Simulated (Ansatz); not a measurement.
Reaction (SMILES): O=CO + H+ → O=C[OH2+]
B3LYP-D3(BJ)/def2-TZVP geometries, fixed; electronic energies without zero-point terms; positive where energy is released.

Basis-set convergence of the proton affinity at CCSD(T) with Ansatz (a first-principles code). Cartesian d functions, on some or all atoms, in 6-31G*; all else is spherical. Cores are frozen. Species with rotatable bonds are taken in one conformer. The proton sits at the site shown, which need not be the one that binds it best. No added dispersion term, no relativity. Functions are those of the species that has most. Reference: Hartree-Fock in cc-pVQZ plus the correlation part extrapolated as X^-3 from cc-pVTZ and cc-pVQZ, 162.72 kcal/mol, itself unsure by roughly 0.45 kcal/mol (a third of the extrapolation step and of the last Hartree-Fock step). Deviations are taken from unrounded values. Cost is core time over that of def2-SVPD, rough, on shared machines of one kind; a dash marks a row that isn't timed (too short, read off another run, short of memory, by another algorithm or on other hardware).

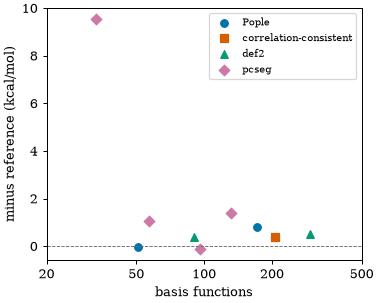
Figure: Deviation from the reference against the number of basis functions, by family of sets.

| basis | functions | proton affinity (kcal/mol) | minus reference (kcal/mol) | cost |
|---|---|---|---|---|
| pcseg-0 | 33 | 172.25 | 9.52 | - |
| 6-31G* | 51 | 162.71 | -0.02 | - |
| pcseg-1 | 57 | 163.79 | 1.07 | - |
| def2-SVPD | 90 | 163.11 | 0.39 | 1× |
| aug-pcseg-1 | 96 | 162.62 | -0.10 | 1× |
| pcseg-2 | 132 | 164.11 | 1.39 | 2× |
| 6-311++G(3df,3pd) | 171 | 163.54 | 0.82 | 7× |
| aug-cc-pVTZ | 207 | 163.12 | 0.39 | 10× |
| def2-QZVPPD | 294 | 163.24 | 0.51 | - |
